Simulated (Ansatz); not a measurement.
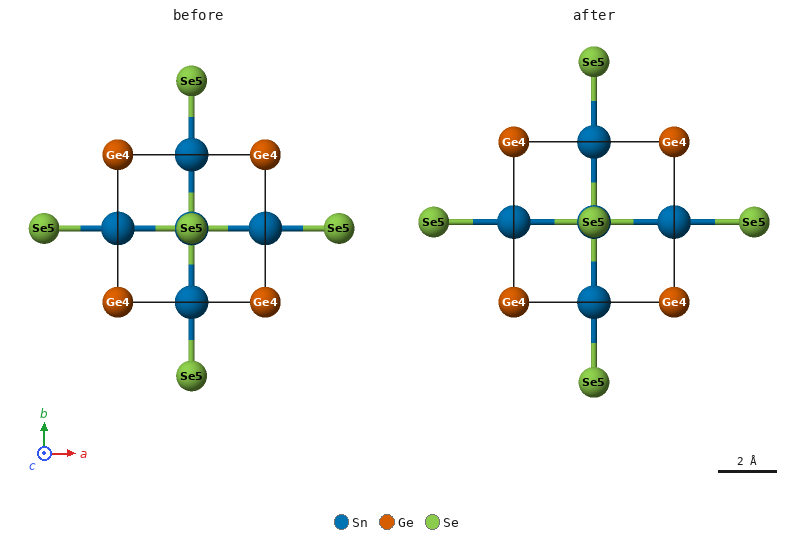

The structure of crystalline Sn3GeSe (a generated structure, set up in Pm-3m) (coarse preliminary run) before (left) and after (right) a relaxation, at one scale.

The picture is a ball-and-stick view of the cell of the calculation, seen along the c axis.

Method: DFT PBE, scalar-relativistic, plane waves, PAW in Ansatz 0.2.0. Set-up: plane-wave cutoff 420 eV; k-point mesh 4 × 4 × 4; occupations gaussian; smearing width 0.1 eV; no spin polarisation; cell and atoms relaxed; force threshold 0.04 eV/Å; at most 70 steps.

Q: What changed between the two?

A: The energy falls by 216 meV per atom in 3 accepted moves (4 points after the start). All forces vanish by symmetry, so only the cell relaxes. The pressure goes from 11.28 to 0.02 GPa. The SCF was repeated once at an unchanged geometry on a basis and grid sized afresh for the cell, which shifted the energy by 2.3 meV per atom at most. The atoms keep their places relative to the cell (all moves are under 0.005 Å). The volume changes by +28.4 %, with a = b = c 5.096 → 5.539 Å (+8.7 %). Among the contacts that change: Se–Sn 2.548 → 2.769 Å. The space group stays Pm-3m (No. 221). Cost: 13 s on 1 thread of Intel(R) Xeon(R) 6975P-C (Granite Rapids), with other jobs on the host, peak memory 0.51 GiB.
